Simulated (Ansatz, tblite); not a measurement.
# (BN)9 cage of four- and six-membered rings (B9N9): a ladder of methods and basis sets

How do method and basis change the picture of (BN)9 cage of four- and six-membered rings (B9N9) (singlet)?

Method: as each input shows; program: Ansatz 0.2.0, Gaussian basis.

Plan: GFN1-xTB, GFN2-xTB, PBE-D4/def2-SVP, r2SCAN-D4/def2-SVP, HF/STO-3G, MP2/def2-SVP.

5 further runs of the same task are left out: 5 that didn't finish.

**1. The structure**

The geometry is that of the singlet, from an earlier relaxation (PBE-D4/def2-SVP).

18 atoms, charge 0, spin multiplicity 1.

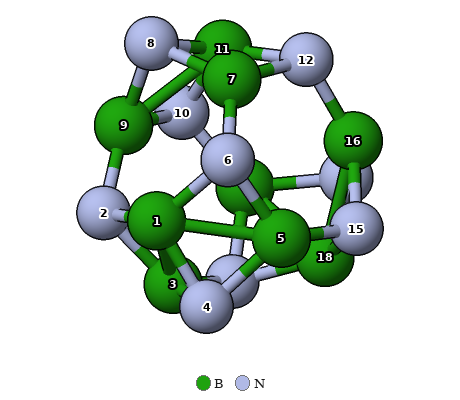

The structure; boron green, nitrogen light blue; atoms are numbered from 1 in the order of the file.

PBE0-D4/def2-SVP was run before; its log isn't repeated, and its numbers join the tables.

**2. GFN1-xTB**

Tight binding, by tblite at 300 K electronic temperature and without a spin-polarisation term:

```python
tblite.interface.Calculator('GFN1-xTB', numbers, positions, charge=0, uhf=0).singlepoint()
```

Energy -1132.1913 eV, HOMO -10.97 eV, LUMO -7.83 eV; 0.014 s.

**3. GFN2-xTB**

Tight binding, by tblite at 300 K electronic temperature and without a spin-polarisation term:

```python
tblite.interface.Calculator('GFN2-xTB', numbers, positions, charge=0, uhf=0).singlepoint()
```

Energy -1025.9113 eV, HOMO -11.16 eV, LUMO -8.10 eV; 0.015 s.

**4. PBE-D4/def2-SVP**

start.molden holds the orbitals of an earlier run on this state, given as this run's starting guess.

Input file in.yaml:

```yaml
crystal:
  periodic: [false, false, false]
  atoms:
    - {symbol: B, position_ang: [0.003096, 1.962726, 0.226010]}
    - {symbol: N, position_ang: [-1.335544, 1.499107, -0.205948]}
    - {symbol: B, position_ang: [-1.165732, 0.849940, 1.142400]}
    - {symbol: N, position_ang: [0.001124, 1.642670, 1.664659]}
    - {symbol: B, position_ang: [1.166344, 0.845980, 1.144732]}
    - {symbol: N, position_ang: [1.341035, 1.494596, -0.203271]}
    - {symbol: B, position_ang: [1.168428, 0.564396, -1.304945]}
    - {symbol: N, position_ang: [0.003308, 0.620488, -2.254897]}
    - {symbol: B, position_ang: [-1.163898, 0.568346, -1.307282]}
    - {symbol: N, position_ang: [-1.338659, -0.923187, -1.195364]}
    - {symbol: B, position_ang: [0.000482, -0.785265, -1.812734]}
    - {symbol: N, position_ang: [1.337895, -0.927722, -1.192666]}
    - {symbol: B, position_ang: [-1.168669, -1.412481, 0.161525]}
    - {symbol: N, position_ang: [-1.340620, -0.569110, 1.397156]}
    - {symbol: N, position_ang: [1.335893, -0.573652, 1.399832]}
    - {symbol: B, position_ang: [1.163517, -1.416427, 0.163867]}
    - {symbol: N, position_ang: [-0.004436, -2.263139, 0.590265]}
    - {symbol: B, position_ang: [-0.003584, -1.177266, 1.586672]}
basis:
  gaussian: {orbitals: def2-SVP, initial_orbitals: start.molden}
hamiltonian: {xc: pbe, dispersion: d4}
scf: {omitted_lower_state_checks: [starts]}
output: {forces: true, orbitals: {seedname: orbitals}}
```

Run with:

```sh
> ansatz run in.yaml --threads 4 --pin off --events-out ev --progress --plain --max-ram 6963MiB
```

Output, shortened:

```text
Functional definition: PBE
  name "PBE"
  cite "Perdew, Burke & Ernzerhof, Phys. Rev. Lett. 77, 3865 (1996) doi:10.1103/PhysRevLett.77.3865"
  parent pbe
[...]
2934 factors; their error is unknown
[...]
mean field -19471.29496383 eV, -715.5568918031 hartree, gradient 2.4e-5 eV, S^2 0.000000; 0 other end points of the search recorded, 0 dependent functions left out
[...]
reference -19471.29500972 eV, -715.5568934893 hartree; 54, 54 occupied and 198, 198 virtual orbitals, 2934 factors
Total energy: -19472.52216014 eV, -715.6019904356 hartree
Atom 0 at     0.003096     1.962726     0.226010 Å, force     0.000252    -0.019444     0.015650 eV/Å
Atom 1 at    -1.335544     1.499107    -0.205948 Å, force    -0.001045    -0.014604     0.001124 eV/Å
Atom 2 at    -1.165732     0.849940     1.142400 Å, force     0.005138     0.023857    -0.003390 eV/Å
Atom 3 at     0.001124     1.642670     1.664659 Å, force     0.000073    -0.017605    -0.000008 eV/Å
Atom 4 at     1.166344     0.845980     1.144732 Å, force    -0.005511     0.024437    -0.003604 eV/Å
Atom 5 at     1.341035     1.494596    -0.203271 Å, force     0.000883    -0.015174     0.001035 eV/Å
Atom 6 at     1.168428     0.564396    -1.304945 Å, force    -0.005231    -0.014322    -0.018673 eV/Å
Atom 7 at     0.003308     0.620488    -2.254897 Å, force    -0.000004     0.009125     0.014861 eV/Å
Atom 8 at    -1.163898     0.568346    -1.307282 Å, force     0.005270    -0.014559    -0.018892 eV/Å
Atom 9 at    -1.338659    -0.923187    -1.195364 Å, force    -0.000930     0.007803     0.012930 eV/Å
Atom 10 at     0.000482    -0.785265    -1.812734 Å, force    -0.000083     0.021785     0.009152 eV/Å
Atom 11 at     1.337895    -0.927722    -1.192666 Å, force     0.001016     0.007940     0.012578 eV/Å
Atom 12 at    -1.168669    -1.412481     0.161525 Å, force     0.004968    -0.008878     0.021510 eV/Å
Atom 13 at    -1.340620    -0.569110     1.397156 Å, force    -0.000884     0.006832    -0.013079 eV/Å
Atom 14 at     1.335893    -0.573652     1.399832 Å, force     0.000712     0.006734    -0.012938 eV/Å
Atom 15 at     1.163517    -1.416427     0.163867 Å, force    -0.004603    -0.009178     0.021354 eV/Å
Atom 16 at    -0.004436    -2.263139     0.590265 Å, force     0.000010     0.008324    -0.015216 eV/Å
Atom 17 at    -0.003584    -1.177266     1.586672 Å, force    -0.000029    -0.003074    -0.024393 eV/Å
Dipole moment:    -0.000008     0.000004     0.000557 e Å
Checks for a lower state left out: starts
```

It took 2.9 s on 4 threads of AMD EPYC 9R45, shared host; peak memory 0.59 GiB.

From the report: HOMO -7.19 eV, LUMO -2.30 eV.

**5. r2SCAN-D4/def2-SVP**

Edit in.yaml of step 4 so:

```diff
@@ -23,4 +23,4 @@
   gaussian: {orbitals: def2-SVP, initial_orbitals: start.molden}
-hamiltonian: {xc: pbe, dispersion: d4}
+hamiltonian: {xc: r2scan, dispersion: d4}
 scf: {omitted_lower_state_checks: [starts]}
-output: {forces: true, orbitals: {seedname: orbitals}}
+output: {orbitals: {seedname: orbitals}}
```

Launched as before.

Output:

```text
Functional definition: r2SCAN
  name "r2SCAN"
  cite "Furness, Kaplan, Ning, Perdew & Sun, J. Phys. Chem. Lett. 11, 8208 (2020) doi:10.1021/acs.jpclett.0c02405"
  cite "Furness, Kaplan, Ning, Perdew & Sun, J. Phys. Chem. Lett. 11, 9248 (2020) doi:10.1021/acs.jpclett.0c03077"
  parent r2scan
  parameter k0 = 0.174
  parameter k1 = 0.065
  parameter a1 = 4.9479
  exchange = r2scan_x(k0 = k0, k1 = k1, a1 = a1)
  correlation = r2scan_c
these checks for a lower state are left out or cut short: starts
2934 factors; their error is unknown
mean field evaluation 1: about -19484.6923 eV, gradient 5.1e0 eV
mean field evaluation 2: about -19484.7653 eV, gradient 7.5e-2 eV
mean field evaluation 4: about -19484.6467 eV, gradient 4.1e-4 eV
mean field -19484.64667768 eV, -716.0475582367 hartree, gradient 1.3e-5 eV, S^2 0.000000; 0 other end points of the search recorded, 0 dependent functions left out
reference -19484.64669089 eV, -716.0475587224 hartree; 54, 54 occupied and 198, 198 virtual orbitals, 2934 factors
Total energy: -19484.95576813 eV, -716.0589171015 hartree
Checks for a lower state left out: starts
```

It took 4.2 s on 4 threads of AMD EPYC 9R45, shared host; peak memory 0.65 GiB.

Report: HOMO -7.47 eV, LUMO -1.98 eV.

**6. HF/STO-3G**

Edit in.yaml of step 5 so:

```diff
@@ -22,4 +22,4 @@
 basis:
-  gaussian: {orbitals: def2-SVP, initial_orbitals: start.molden}
-hamiltonian: {xc: r2scan, dispersion: d4}
+  gaussian: {orbitals: STO-3G}
+hamiltonian: {xc: hf}
 scf: {omitted_lower_state_checks: [starts]}
```

Launched as before.

Output:

```text
Functional definition: HF
  name "HF"
  cite "Fock, Z. Phys. 61, 126 (1930) doi:10.1007/BF01340294"
  parent pbe
  exchange = exact_x
  correlation = 0
these checks for a lower state are left out or cut short: starts
1295 factors; integrals over basis functions are off by at most 1.3e-4 eV
mean field evaluation 1: about -19134.1607 eV, gradient 5.8e1 eV
mean field evaluation 2: about -19134.7861 eV, gradient 5.8e1 eV
mean field evaluation 4: about -19146.7150 eV, gradient 4.3e0 eV
mean field evaluation 8: about -19146.8079 eV, gradient 2.9e-4 eV
mean field -19146.80792134 eV, -703.6322129368 hartree, gradient 8.9e-6 eV, S^2 0.000000; 0 other end points of the search recorded, 0 dependent functions left out
reference -19146.80792134 eV, -703.6322129368 hartree; 54, 54 occupied and 36, 36 virtual orbitals, 1295 factors
Total energy: -19146.80792134 eV, -703.6322129368 hartree
Checks for a lower state left out: starts
```

It took 0.6 s on 4 threads of AMD EPYC 9R45, shared host.

HOMO -8.95 eV, LUMO 5.67 eV.

**7. MP2/def2-SVP**

Edit in.yaml of step 6 so:

```diff
@@ -22,4 +22,4 @@
 basis:
-  gaussian: {orbitals: STO-3G}
-hamiltonian: {xc: hf}
+  gaussian: {orbitals: def2-SVP, initial_orbitals: start.molden}
+correlation: {method: mp2}
 scf: {omitted_lower_state_checks: [starts]}
```

The command is unchanged.

Output:

```text
Functional definition: HF
  name "HF"
  cite "Fock, Z. Phys. 61, 126 (1930) doi:10.1007/BF01340294"
  parent pbe
  exchange = exact_x
  correlation = 0
these checks for a lower state are left out or cut short: starts
2556 factors; integrals over basis functions are off by at most 7.7e-4 eV
mean field evaluation 1: about -19374.0612 eV, gradient 3.3e1 eV
mean field evaluation 2: about -19376.4735 eV, gradient 2.0e0 eV
mean field evaluation 4: about -19379.2063 eV, gradient 5.3e0 eV
mean field evaluation 8: about -19379.2620 eV, gradient 1.6e-3 eV
mean field -19379.26200640 eV, -712.1747429997 hartree, gradient 1.6e-6 eV, S^2 0.000000; 0 other end points of the search recorded, 0 dependent functions left out
18 core orbitals not correlated: weight in the atoms' cores, before any rotation towards them, 1.000 or more for the frozen orbitals, at most 0.000 for the correlated occupied ones
reference -19379.26200640 eV, -712.1747429997 hartree; 36, 36 occupied and 198, 198 virtual orbitals, 2556 factors
second order -57.63928432 eV of doubles, -0.00000000 eV of singles
Total energy: -19436.90129072 eV, -714.2929476290 hartree
Checks for a lower state left out: starts
```

Run time: 3.8 s. Hardware: 4 threads of AMD EPYC 9R45, shared host; peak memory 1.2 GiB.

Report: Hartree-Fock HOMO -11.70 eV, LUMO 2.37 eV.

**8. Levels side by side**

```tsv
level	functions	HOMO (eV)	LUMO (eV)	gap (eV)	time
HF/STO-3G	90	-8.95	5.67	14.62	0.6 s
PBE-D4/def2-SVP	252	-7.19	-2.30	4.89	2.9 s
r2SCAN-D4/def2-SVP	252	-7.47	-1.98	5.49	4.2 s
PBE0-D4/def2-SVP	252	-8.51	-1.34	7.17	4.9 s
```

The pieces so far (eV):

```tsv
basis	HF	MP2 correlation	total
def2-SVP	-19379.2620	-57.6393	-19436.9013 (MP2)
```

**9. Binding energy**

Free atoms were run apart at each level; binding is atoms less cluster, divided by the number of atoms, without zero-point or spin-orbit terms.

```tsv
level	binding an atom (eV)
HF/STO-3G	4.263
HF/def2-SVP	3.992
PBE-D4/def2-SVP	6.302
r2SCAN-D4/def2-SVP	5.983
PBE0-D4/def2-SVP	6.092
MP2/def2-SVP	5.760
```

**10. Outcome**

| quantity | value |
| --- | --- |
| gap in def2-SVP, named functionals, smallest and largest | 4.89 eV (PBE-D4), 7.17 eV (PBE0-D4) |
| correlation energy, MP2/def2-SVP | -57.64 eV |
| binding an atom, functionals in def2-SVP | 5.98 (r2SCAN-D4) to 6.30 eV (PBE-D4) |

Over the named functionals in def2-SVP the gap runs from 4.89 eV (PBE-D4) to 7.17 eV (PBE0-D4); exact exchange widens it.

The slowest run with a step of its own, r2SCAN-D4/def2-SVP, took 4.2 s; the quickest functional in def2-SVP took 2.9 s (shared host).
